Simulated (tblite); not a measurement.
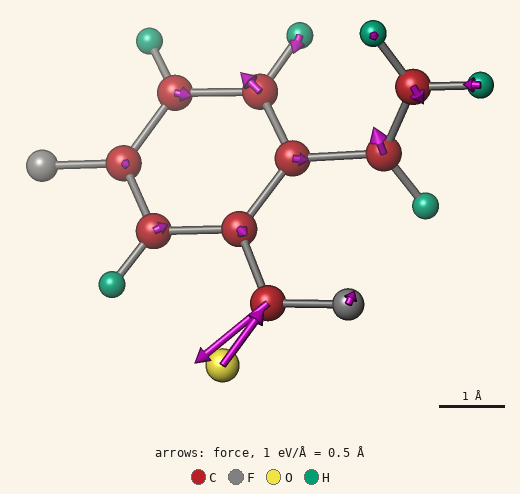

Starting geometry of C9H6F2O with the computed forces as purple arrows. Style: ball-and-stick. Shown at a tilt.

Method: tblite, GFN2-xTB geometry optimisation, gas phase. 

What follows when this structure is relaxed?

It isn't relaxed: the largest force vector, on a C atom, is 2.97 eV/Å. The final displacements have little in common with the starting forces (cosine between the two patterns 0.11). The energy falls by 15.5 kJ/mol in 79 geometry steps. An F atom moves most after the best rigid fit: 0.47 Å. Largest moves by element: F 0.47 Å, H 0.43 Å, O 0.37 Å, C 0.20 Å. Some distances before and after: C–O 1.222 → 1.185 Å, C–F 1.339 → 1.366 Å, C–C 1.484 → 1.463 Å, C–C 1.399 → 1.380 Å. Among the angles between lasting bonds that change: C–C–F 119.9° → 113.7°, C–C–O 123.3° → 127.9°, C–C–H 120.9° → 118.7°.
